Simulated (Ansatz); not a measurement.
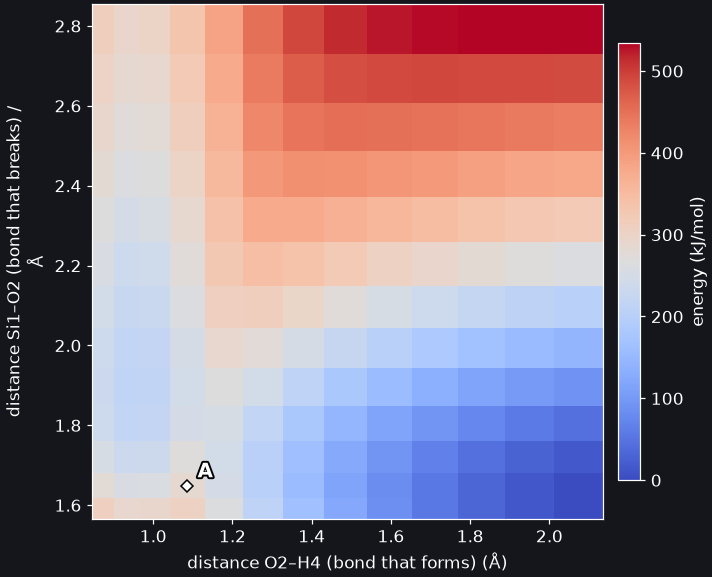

The reacting system F₂H₂O₂Si (fragments F₂H₂O₂Si where the first distance is long, F₂OSi + H₂O where the second is long). Coordinates scanned: (1) distance O2–H4 (bond that forms); (2) distance Si1–O2 (bond that breaks). Relaxed at each point: all other coordinates. The grid has 13 × 13 points. Points are written as (first, second). Energies: kJ/mol, counted from the lowest grid point. Energies and slopes of some neighbouring points disagree (a jump in structure or state, or too coarse a mesh). The reference is spin-restricted, so regions where a bond is pulled apart into radicals lie too high. Level of theory: RHF/def2-SVP in Ansatz.

In the figure: one coloured cell a grid point, the point A.

Which way does the force act at A, and how strong is it?

A, at (1.085 Å, 1.647 Å), is not a stationary point. The computed force is 179 kJ/mol for each Å towards larger values of the first coordinate and 290 kJ/mol for each Å towards larger values of the second coordinate.
